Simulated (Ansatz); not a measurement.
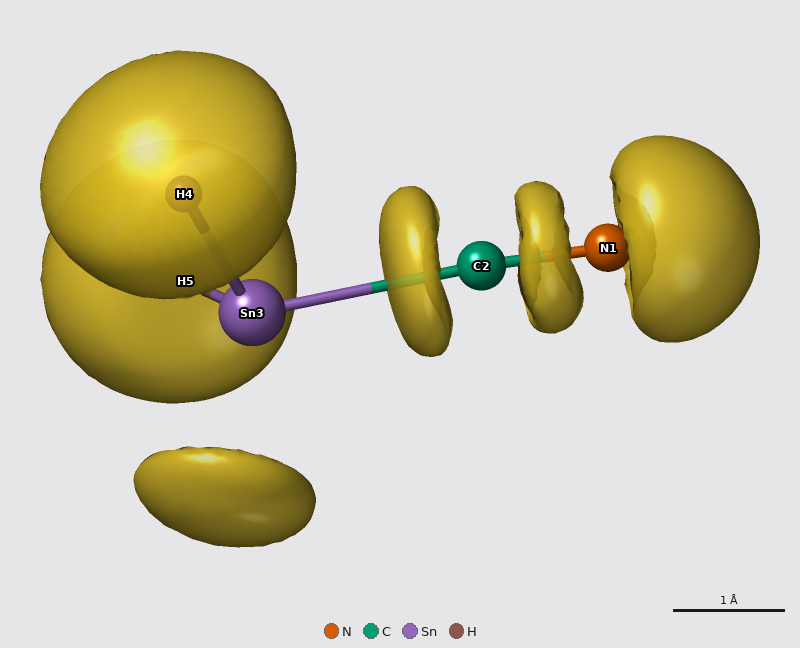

The picture shows: CH₂NSn (SMILES N#[C][SnH2]) (doublet). Isosurface of the ELF at 0.8 (yellow), seen from one side. Core shells and regions of very low density are left out.

Core potentials replace the inner electrons of Sn.

Method: UKS PBE0/def2-SVP (Ansatz 0.2.0).

```
atom    x (Å)    y (Å)    z (Å)
   N   0.8358  -1.5400   1.6787
   C   0.5112  -0.8587   0.7951
  Sn   0.0108   0.3332  -0.8969
   H  -1.6567   0.0402  -1.1873
   H   0.3488   1.9517  -0.4309
```

Q: Where are the electrons localised?

A: The surface consists of one region between bonded C–N atoms (shared pairs), two regions around hydrogen nuclei, one lobe of the valence shell of C pointing towards Sn (polar bonds), one lobe on N, pointing away from the bonds (non-bonding electrons) and one lobe on Sn, pointing away from the bonds (non-bonding electrons).

Values along the shortest contacts:
C–N (1.16 Å): the ELF peaks at about 0.85 between the atoms (a short, multiple covalent bond). C–Sn (2.13 Å): the ELF peaks at about 0.95 in the valence shell of C, 0.7 Å from its nucleus, and drops to about 0.15 between the two atoms.
